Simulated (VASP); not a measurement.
Band structure of BeCo (space group Pm-3m). Calculation: r2SCAN+rVV10, VASP's PBE PAW potentials (set 64) (plane waves; VASP).

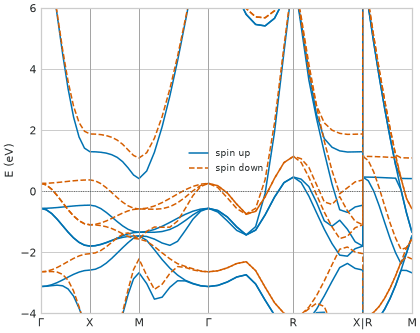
Figure: Bands along high-symmetry lines, zero at the valence-band maximum or, without a gap, the Fermi level

Read the plot: is there a gap, and where are the band edges?

It has no gap at this level: it comes out as a metal or semimetal.

The structure comes from a measured BeCo entry (Pm-3m) of the Crystallography Open Database, whose conditions weren't checked. It was relaxed first.
